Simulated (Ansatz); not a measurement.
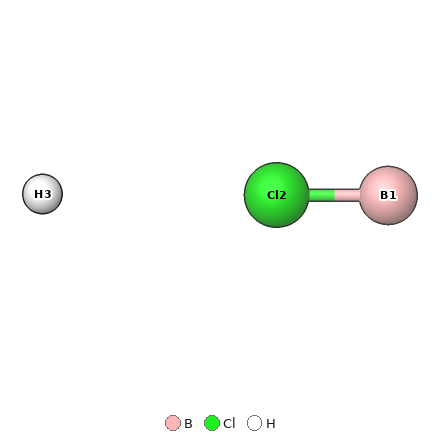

The system is B + ClH, spin multiplicity 2; the picture shows the reference structure. 
- Coordinates scanned: (1) distance B1–Cl2; (2) distance Cl2–H3.
- Nothing is relaxed (the angle B1–Cl2–H3 is fixed at 180 degrees).
- The grid has 9 × 9 points. At 12 points there is no value.
- Points are written as (first, second).
- Energies are in kJ/mol, from B far from the relaxed ClH (each part in its own basis).
- In part of the range the unrestricted reference is strongly spin-contaminated.
- Level of theory: UKS BHLYP-D4/aug-cc-pVTZ (Ansatz 0.2.0).

Its coordinates:

```json
{"atom": "B", "x (Å)": "-1.6490", "y (Å)": "0.0000", "z (Å)": "0.0000"}
{"atom": "Cl", "x (Å)": "0.0000", "y (Å)": "0.0000", "z (Å)": "0.0000"}
{"atom": "H", "x (Å)": "3.4640", "y (Å)": "0.0000", "z (Å)": "0.0000"}
```

Range: distance B1–Cl2 from 1.488 to 3.888 Å; distance Cl2–H3 from 1.064 to 3.464 Å.

Predict the map.

The lowest grid point is at (1.649 Å, 3.464 Å), −46 kJ/mol from B far from the relaxed ClH (each part in its own basis). It lies on the edge of the grid, but the force there points inwards, so the minimum lies inside the range. The energy also falls towards the edge at (3.888 Å, 1.225 Å) (48 kJ/mol above the lowest), where a further well may lie outside the range. There are further wells near (1.649 Å, 2.715 Å) (2.7 kJ/mol above the lowest at that grid point); (3.139 Å, 1.225 Å) (50 kJ/mol above the lowest at that grid point). The highest grid point, (1.488 Å, 1.064 Å), lies 621 kJ/mol above the lowest. On the interpolated surface the lowest path from the side where the first distance is long, (3.888 Å, 1.225 Å), to the side where the second distance is long, about (1.72 Å, 3.46 Å), has its top at about (2.06 Å, 1.47 Å), about 80 kJ/mol above the start and 129 kJ/mol above the end.

| distance Cl2–H3 ↓, distance B1–Cl2 → | 1.488 | 1.649 | 1.884 | 2.159 | 2.463 | 2.791 | 3.139 | 3.506 | 3.888 |
| --- | --- | --- | --- | --- | --- | --- | --- | --- | --- |
| 3.464 | 32 | −46 | −27 | 56 | 156 | 252 | 325 | 367 | 393 |
| 3.082 | 32 | – | −27 | – | 155 | – | 322 | 364 | 389 |
| 2.715 | 35 | −44 | −25 | 57 | 156 | 249 | 316 | 356 | 379 |
| 2.367 | 44 | −36 | −19 | – | 157 | – | 299 | – | 353 |
| 2.039 | 67 | −15 | −4 | 70 | 153 | 216 | 254 | 276 | 288 |
| 1.735 | 117 | – | 27 | – | 123 | 145 | 154 | – | 161 |
| 1.460 | 211 | 107 | 77 | 76 | 59 | 45 | 39 | 37 | 38 |
| 1.225 | 372 | – | 140 | 68 | 28 | – | 4 | – | 2 |
| 1.064 | 574 | 393 | 257 | 177 | 133 | 113 | 106 | 104 | 104 |

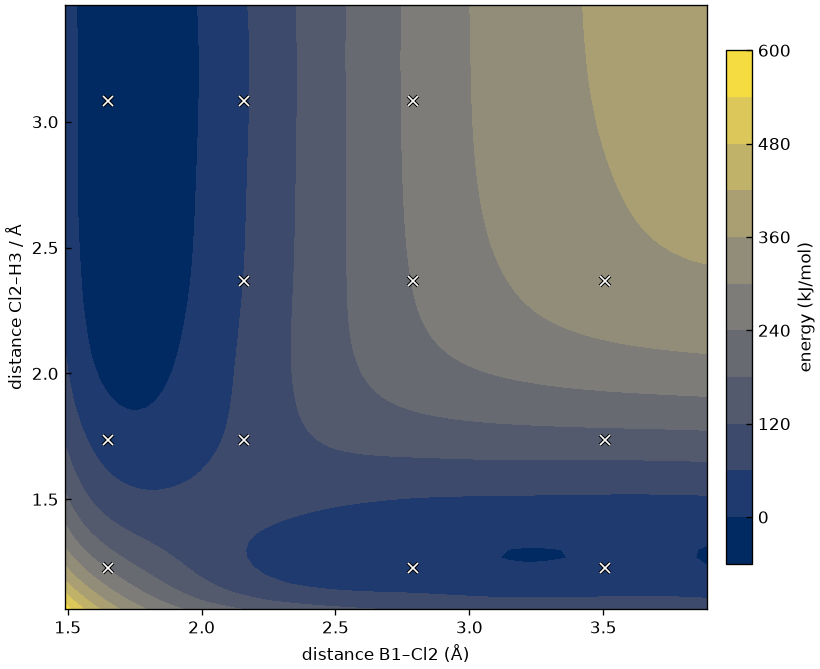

In the figure: filled contours, crosses at grid points without a value. Between grid points the surface is interpolated.

Each point was launched as `ansatz run input.yaml --threads 1 --pin off --max-ram 2560MiB --backend cpu --events-out ev --progress --plain --runs-dir out`. The whole map (69 points run) took 14 min on 1 thread of Arm Neoverse V2, on a shared host.
